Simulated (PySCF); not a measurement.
```xyz
15

C    -2.3950    0.2411   -0.1805
C    -1.3350   -0.0814    0.8437
O    -0.0544    0.1000    0.2694
Si    1.3695   -0.3971    0.9401
F     1.6442    0.4287    2.3186
Si    3.0427    0.1177   -0.6050
H    -2.3045   -0.4234   -1.0526
H    -3.4002    0.1192    0.2500
H    -2.2878    1.2790   -0.5288
H    -1.4476   -1.1235    1.2002
H    -1.4394    0.5748    1.7264
H     1.2759   -1.8321    1.3456
H     2.8202   -0.6678   -1.8571
H     3.0018    1.5778   -0.9176
H     4.3863   -0.2303   -0.0501
```

Geometry: PBE0-D3(BJ)/def2-SVP.

The calculation used B3LYP/def2-SVPD, SCF density, gas phase in PySCF.

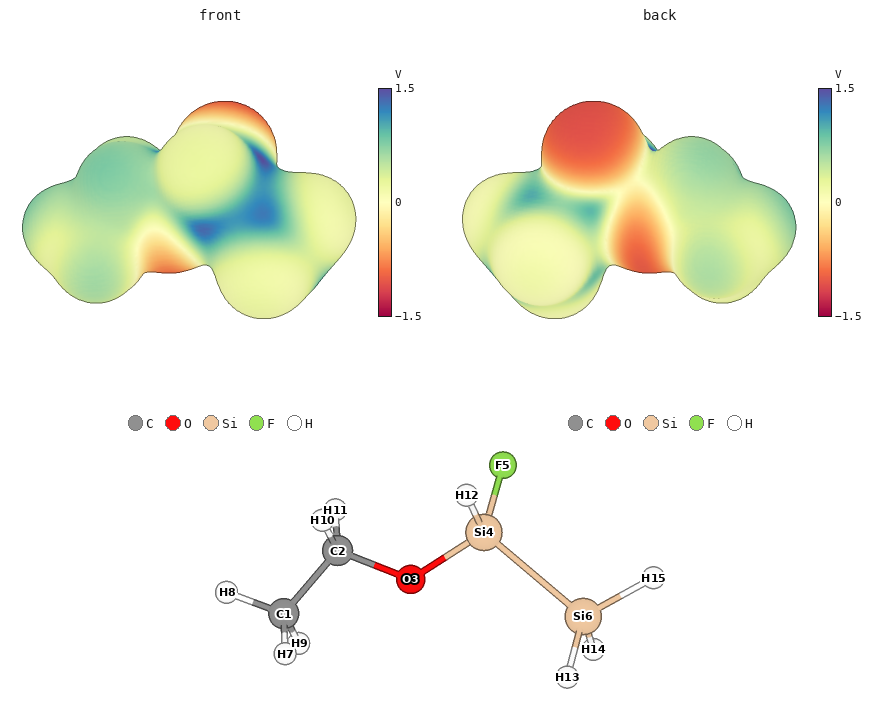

C₂H₉FOSi₂. The electrostatic potential painted on the density surface at 0.002 e/bohr³, seen from the front and from behind; the colour scale runs from red (negative) to blue (positive). The bare structure is drawn below in the same view.

Q: Where is the surface potential most negative and most positive?

A: The most negative region (about −1.1 V) lies over F5, the most positive (about +1.3 V) over Si4.

Q: How polar is the molecule by this calculation?

A: Its dipole moment is 1.56 D.
